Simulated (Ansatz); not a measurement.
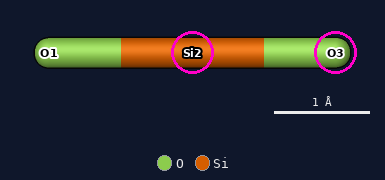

Energy scan for SiO₂, in which the Si2–O3 distance is varied, with the rest of the molecule carried along rigidly. The picture shows the minimum geometry. The ringed atoms are those of the scanned coordinate. The picture is a stick view, seen from a free direction.

Single-point energies from Ansatz with r2SCAN-D4, PBE0-D4, CCSD(T), B3LYP-D4, wB97M-V, PBE-D4 in the def2-TZVPP basis, on geometries moved rigidly from the minimum at PBE0-D4/def2-TZVP. Coupled cluster with a frozen core. Energies are counted from the PBE0-D4/def2-TZVP minimum geometry at the same level.

```xyz
3

O     0.6977    1.2296    0.5188
Si    0.0000    0.0000    0.0000
O    -0.6977   -1.2296   -0.5188
```

Predict the energy profile (the distance: 1.295, 1.339, 1.404, 1.480, 1.506, 1.564, 1.655, 1.751, 1.852, 1.958 Å).

Energies in kJ/mol.

```tsv
distance (Å)	r2SCAN-D4	PBE0-D4	CCSD(T)	B3LYP-D4	wB97M-V	PBE-D4
1.295	205.9	197.2	211.8	201.3	197.9	222.0
1.339	119.3	112.5	123.8	115.8	112.9	132.2
1.404	40.8	36.6	43.4	38.8	36.7	48.7
1.480	3.1	2.0	3.7	2.6	2.0	5.1
1.506	0.0	0.0	0.0	0.0	0.0	0.0
1.564	6.5	8.7	5.0	7.3	8.8	2.0
1.655	42.9	48.4	39.3	44.5	48.8	31.9
1.751	101.6	109.9	95.7	103.3	110.8	84.2
1.852	173.3	183.6	164.9	173.9	184.8	150.0
1.958	250.6	261.6	239.0	248.7	262.7	222.2
```

With r2SCAN-D4: of the computed points the lowest is at the distance 1.506 Å, 0.0 kJ/mol. At the ends of the scan the energy is 205.9 kJ/mol (1.295 Å) and 250.6 kJ/mol (1.958 Å). The curvature at the lowest point is about 62 eV/Å² (9.9 mdyn/Å). The well is steeper on the short side, as for any bond. At 1.958 Å the levels give PBE-D4 222.2 kJ/mol, CCSD(T) 239.0 kJ/mol, B3LYP-D4 248.7 kJ/mol, r2SCAN-D4 250.6 kJ/mol, PBE0-D4 261.6 kJ/mol, wB97M-V 262.7 kJ/mol. Closest to CCSD(T) there is B3LYP-D4. At 1.852 Å to 1.958 Å the mean-field solution behind CCSD(T) isn't stable (a lower one of broken symmetry exists), so those energies are less reliable. The T1 diagnostic reaches 0.048, so the single-reference result is less sure there.

The computed profile:

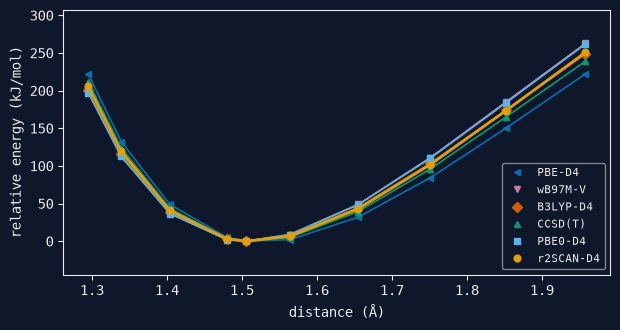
